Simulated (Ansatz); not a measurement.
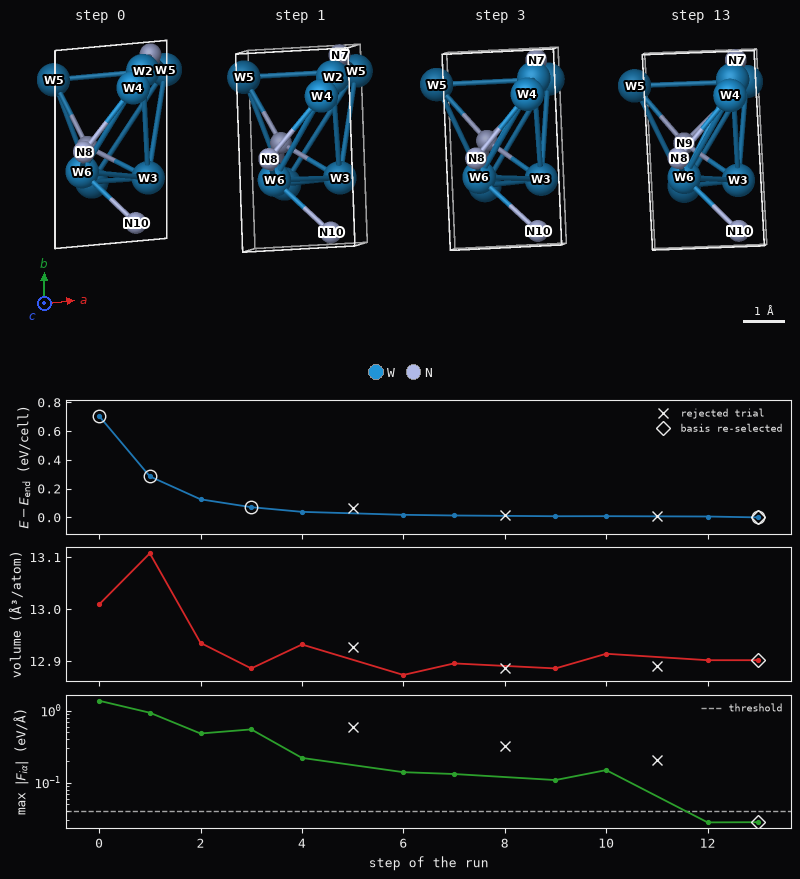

Frames of a relaxation of solid W₃N₂ (a generated structure, set up in P1) (coarse preliminary run), marked on the history of the run. Style: ball-and-stick. Shown: the cell of the calculation, along the c axis.

These are results of Ansatz, DFT PBE, scalar-relativistic, plane waves, PAW, not measurements. Settings: plane-wave cutoff 420 eV; k-point mesh 6 × 4 × 2; occupations gaussian; smearing width 0.1 eV; no spin polarisation; cell and atoms relaxed; force threshold 0.04 eV/Å; at most 70 steps.

**Describe the path.**

The energy falls by 0.706 eV per cell of the calculation in 9 accepted moves (13 points after the start). The largest force component goes from 1.4 to 0.028 eV/Å. The pressure goes from 1.92 to −0.05 GPa. The line search rejected the trial steps at points 5, 8, 11 of the run. At 1 point the geometry stayed and the basis and grid were re-selected for the new cell (energy shift of 6.3 meV per cell of the calculation at most each time). The largest move relative to the cell is that of a W atom, 0.27 Å in a general direction near [−3 −1 0]. Largest moves by element: W 0.27 Å, N 0.19 Å. The volume changes by −0.8 %, with a 2.816 → 2.803 Å (−0.5 %), b 4.950 → 4.891 Å (−1.2 %), c 9.402 → 9.433 Å (+0.3 %), α 88.5° → 89.0°, β 85.7° → 86.4°, γ 84.7° → 90.7°. Near-neighbour distances that change, for instance: N–W 2.816 → 2.285 Å, W–W 3.097 → 3.471 Å, W–W 3.524 → 3.227 Å, W–W 3.821 → 3.535 Å. New bonds form, among them: N–W (2.82 → 2.29 Å). Bond angles that change, for instance: W–N–W 113.6° → 98.8°, W–N–W 146.0° → 160.4°, W–N–W 109.7° → 101.7°. The space group stays P1 (No. 1). The run took 8.4 min on 1 thread of Intel(R) Xeon(R) Processor @ 2.50GHz (Skylake/Cascade Lake), on a shared host, peak memory 0.48 GiB. From step 0 to 1: a W atom moves most (0.16 Å), volume +0.8 %, energy −0.420 eV per cell of the calculation. From step 1 to 3: a W atom moves most (0.23 Å), volume −1.7 %, energy −0.214 eV per cell of the calculation. From step 3 to 13: a W atom moves most (0.11 Å), volume +0.1 %, energy −71.1 meV per cell of the calculation.

Limits of the set-up: the k-point mesh is coarse for a cell with partly filled bands.
